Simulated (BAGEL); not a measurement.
# CHFO (formyl fluoride): FCI/STO-3G (density fitting with cc-pvqz-jkfit)

Aim: the vertical ionisation energy of CHFO (formyl fluoride) at FCI/STO-3G (density fitting with cc-pvqz-jkfit), from 2 runs. 

Program for the calculation: BAGEL 1.2.2.

8 further runs of the same task are left out: 8 set aside as unsound or not needed.

### 1 The structure to begin with

CHFO: 4 atoms, total charge 0, spin state singlet. As SMILES, `O=CF`. The shape is that of a PBE0-D4/def2-TZVP optimisation.

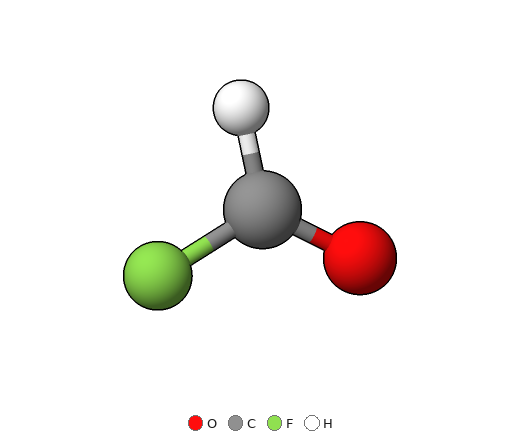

The structure, seen from a chosen angle (oxygen red, carbon grey, fluorine green, hydrogen white).

### 2 The energy at FCI/STO-3G (density fitting with cc-pvqz-jkfit)

Input file calc.json:

```json
{ "bagel" : [

{
  "title" : "molecule",
  "basis" : "sto-3g",
  "df_basis" : "cc-pvqz-jkfit",
  "angstrom" : true,
  "geometry" : [
    { "atom" : "O", "xyz" : [      -0.889340,       0.201180,       0.827740 ] },
    { "atom" : "C", "xyz" : [      -0.046400,       0.067520,       0.021620 ] },
    { "atom" : "F", "xyz" : [       0.585200,      -1.091810,      -0.181820 ] },
    { "atom" : "H", "xyz" : [       0.350540,       0.823120,      -0.667550 ] }
  ]
},

{
  "title" : "hf"
},

{
  "title" : "fci",
  "nstate" : 1,
  "ncore" : 3
}

]}
```

The run is started by

```bash
BAGEL_NUM_THREADS=1 BAGEL calc.json > calc.out
```

The program printed:

```text
* using 1 threads per process

  ===============================================================
  ===============================================================

  *** Geometry ***

  { "atom" : "O", "xyz" : [     -1.680609,      0.380175,      1.564202 ] },
  { "atom" : "C", "xyz" : [     -0.087683,      0.127594,      0.040856 ] },
  { "atom" : "F", "xyz" : [      1.105868,     -2.063222,     -0.343590 ] },
  { "atom" : "H", "xyz" : [      0.662425,      1.555471,     -1.261487 ] },

  Number of auxiliary basis functions:      369

  Since a DF basis is specified, we compute 2- and 3-index integrals:
    o Being stored without compression. Storage requirement is 0.001 GB

  Number of basis functions:       16
  Number of electrons      :       24

    * METHOD: MOLECULE                             0.08

  *** RHF ***

  === Nuclear Repulsion ===
    67.6655037812

      * DIIS with orbital gradients will be used.

  === RHF iteration (sto-3g) ===
      0       -209.66743814          0.04757707           0.00
      1       -209.78095663          0.02756998           0.00
      2       -209.82463926          0.00376895           0.00
      3       -209.82652711          0.00165522           0.00
      4       -209.82716371          0.00039014           0.00
      5       -209.82719848          0.00005158           0.00
      6       -209.82719896          0.00001455           0.00
      7       -209.82719900          0.00000194           0.00
      8       -209.82719900          0.00000075           0.00
      9       -209.82719900          0.00000015           0.00
     10       -209.82719900          0.00000003           0.00
     11       -209.82719900          0.00000001           0.00
    * SCF iteration converged.

    * Permanent dipole moment:
           (   -0.305518,    -0.258956,     0.408429) a.u.

    * METHOD: HF                                   0.07

  ---------------------------
        FCI calculation
  ---------------------------

  Performs exactly the same way as Knowles & Handy 1984 CPL

  o alpha-beta strings
      length:          1430
  o size of the space
      determinant space:  511225
      spin-adapted space: 143143

  o single displacement lists (alpha)
      length:         32175
  o single displacement lists (beta)
      length:         32175

     guess   0:   closed 111111111....        open .............

  === FCI iteration ===

      0  0      -209.82719900     7.84e-04      1.00
      1  0      -209.96215644     3.62e-04      0.96
      2  0      -209.98166912     1.71e-04      0.96
      3  0      -209.98598951     7.22e-05      0.96
      4  0      -209.98658941     3.44e-05      0.96
      5  0      -209.98673551     1.56e-05      0.96
      6  0      -209.98676616     7.86e-06      0.95
      7  0      -209.98677411     4.27e-06      0.98
      8  0      -209.98677613     2.13e-06      0.94
      9  0      -209.98677667     1.02e-06      0.96
     10  0      -209.98677676     4.68e-07      0.95
     11  0      -209.98677678     1.88e-07      0.95
     12  0      -209.98677679     7.98e-08      0.96
     13  0      -209.98677679     3.46e-08      0.97
     14  0      -209.98677679     1.60e-08      0.95
     15  0      -209.98677679     6.74e-09      0.97
     16  0      -209.98677679     3.20e-09      0.98
     17  0      -209.98677679     1.36e-09      0.96
     18  0      -209.98677679     5.81e-10      0.97
     19  0      -209.98677679     2.55e-10      0.97
    ** throwing out 1 trial vectors **
     20  0      -209.98677679     1.11e-10      0.97
    ** throwing out 1 trial vectors **
     21  0 *    -209.98677679     4.77e-11      0.90

     * ci vector, state   0, <S^2> = -0.0000
       222222222....    -0.9498797683
       2222222.22...     0.1380709602
       22222a2b22...    -0.0603057269
       22222b2a22...    -0.0603057269
       22222.2222...     0.0590249765

    * METHOD: FCI                                 21.42

  ===============================================================
```

It took 22 s on 1 thread of Arm Neoverse V1, shared host; peak memory 0.92 GiB.

### 3 The doublet cation, same level

Input file calc.json:

```json
{ "bagel": [

{
  "title": "molecule",
  "basis": "sto-3g",
  "df_basis": "cc-pvqz-jkfit",
  "angstrom": "true",
  "geometry": [
    { "atom": "O", "xyz": [   -0.889340,    0.201180,    0.827740 ] },
    { "atom": "C", "xyz": [   -0.046400,    0.067520,    0.021620 ] },
    { "atom": "F", "xyz": [    0.585200,   -1.091810,   -0.181820 ] },
    { "atom": "H", "xyz": [    0.350540,    0.823120,   -0.667550 ] }
  ]
},
{
  "title": "hf",
  "charge": 2
},
{
  "title": "fci",
  "nstate": 1,
  "charge": 1,
  "ncore": 3,
  "nspin": 1
}

]}
```

The run is started by

```bash
BAGEL_NUM_THREADS=1 BAGEL calc.json > calc.out
```

The program printed:

```text
* using 1 threads per process

  ===============================================================
  ===============================================================

  *** Geometry ***

  { "atom" : "O", "xyz" : [     -1.680609,      0.380175,      1.564202 ] },
  { "atom" : "C", "xyz" : [     -0.087683,      0.127594,      0.040856 ] },
  { "atom" : "F", "xyz" : [      1.105868,     -2.063222,     -0.343590 ] },
  { "atom" : "H", "xyz" : [      0.662425,      1.555471,     -1.261487 ] },

  Number of auxiliary basis functions:      369

  Since a DF basis is specified, we compute 2- and 3-index integrals:
    o Being stored without compression. Storage requirement is 0.001 GB

  Number of basis functions:       16
  Number of electrons      :       24

    * METHOD: MOLECULE                             0.08

  *** RHF ***

  === Nuclear Repulsion ===
    67.6655037812

      * DIIS with orbital gradients will be used.

  === RHF iteration (sto-3g) ===
      0       -208.46156165          0.04606437           0.00
      1       -208.57028527          0.03284269           0.00
      2       -208.63012622          0.00776604           0.00
      3       -208.63463643          0.00349775           0.00
      4       -208.63622200          0.00170227           0.00
      5       -208.63699774          0.00082780           0.00
      6       -208.63721120          0.00052370           0.00
      7       -208.63734517          0.00008221           0.00
      8       -208.63734725          0.00003959           0.00
      9       -208.63734772          0.00002036           0.00
     10       -208.63734781          0.00000977           0.00
     11       -208.63734784          0.00000250           0.00
     12       -208.63734784          0.00000110           0.00
     13       -208.63734784          0.00000047           0.00
     14       -208.63734784          0.00000021           0.00
     15       -208.63734784          0.00000008           0.00
     16       -208.63734784          0.00000003           0.00
     17       -208.63734784          0.00000002           0.00
     18       -208.63734784          0.00000001           0.00
    * SCF iteration converged.

    * Permanent dipole moment:
           (    0.094573,    -1.390163,     0.429634) a.u.

    * METHOD: HF                                   0.09

  ---------------------------
        FCI calculation
  ---------------------------

  Performs exactly the same way as Knowles & Handy 1984 CPL

  o alpha-beta strings
      length:          2002
  o size of the space
      determinant space:  920205
      spin-adapted space: 429429

  o single displacement lists (alpha)
      length:         32175
  o single displacement lists (beta)
      length:         61776

     guess   0:   closed 11111111.....        open ........1....

  === FCI iteration ===

      0  0      -209.44909436     6.27e-04      1.72
      1  0      -209.62060141     3.29e-04      1.73
      2  0      -209.65959396     1.70e-04      1.73
      3  0      -209.66688026     9.30e-05      1.70
      4  0      -209.66943849     4.89e-05      1.71
      5  0      -209.67003706     2.99e-05      1.72
      6  0      -209.67027459     1.64e-05      1.69
      7  0      -209.67033885     9.58e-06      1.69
      8  0      -209.67036050     5.19e-06      1.72
      9  0      -209.67036621     2.65e-06      1.79
     10  0      -209.67036781     1.44e-06      1.75
     11  0      -209.67036824     8.05e-07      1.73
     12  0      -209.67036840     4.98e-07      1.76
     13  0      -209.67036846     3.49e-07      1.75
     14  0      -209.67036850     2.84e-07      1.74
     15  0      -209.67036853     2.42e-07      1.67
     16  0      -209.67036854     2.05e-07      1.71
     17  0      -209.67036855     1.59e-07      1.75
     18  0      -209.67036856     1.32e-07      1.71
     19  0      -209.67036857     1.03e-07      1.71
    ** throwing out 1 trial vectors **
     20  0      -209.67036857     7.21e-08      1.70
    ** throwing out 1 trial vectors **
     21  0      -209.67036857     4.39e-08      1.71
    ** throwing out 1 trial vectors **
     22  0      -209.67036857     2.38e-08      1.69
    ** throwing out 1 trial vectors **
     23  0      -209.67036857     1.24e-08      1.70
    ** throwing out 1 trial vectors **
     24  0      -209.67036857     6.87e-09      1.73
    ** throwing out 1 trial vectors **
     25  0      -209.67036857     3.71e-09      1.75
    ** throwing out 1 trial vectors **
     26  0      -209.67036857     2.11e-09      1.77
    ** throwing out 1 trial vectors **
     27  0      -209.67036857     1.21e-09      1.78
    ** throwing out 1 trial vectors **
     28  0      -209.67036857     6.74e-10      1.79
    ** throwing out 1 trial vectors **
     29  0      -209.67036857     3.69e-10      1.75
    ** throwing out 1 trial vectors **
     30  0      -209.67036857     2.10e-10      1.75
    ** throwing out 1 trial vectors **
     31  0      -209.67036857     1.11e-10      1.78
    ** throwing out 1 trial vectors **
     32  0 *    -209.67036857     5.80e-11      1.60

     * ci vector, state   0, <S^2> = 0.7500
       22222222a....     0.9044028063
       2222a222ab...     0.1941983153
       2222b222aa...    -0.1445773934
       2222.222a2...     0.0756985702
       2222222a2....    -0.0674403310
       22222ab22a...    -0.0634518604
       222222.2a2...     0.0616604410
       22222b22a.a..    -0.0611834310
       222a22222....    -0.0592199295
       22222a222....    -0.0589031746
       22222aa22b...    -0.0540820234
       222222a2ab...     0.0509232286
       2222222ba..a.     0.0504490851

    * METHOD: FCI                                 57.50

  ===============================================================
```

Run time: 58 s. Hardware: 1 thread of Arm Neoverse V1, shared host; peak memory 1.6 GiB.

### 4 Results

At FCI/STO-3G (density fitting with cc-pvqz-jkfit), 3 core orbitals frozen:

```
                                          quantity          value
                        singlet CHFO: total energy  -209.98678 Eh
                      doublet cation: total energy  -209.67037 Eh
vertical ionisation energy (to the doublet cation)       8.610 eV
```

In words: Removing an electron at fixed nuclei costs 8.61 eV (199 kcal/mol). In a minimal basis such a difference can be off by several eV, whatever the method.
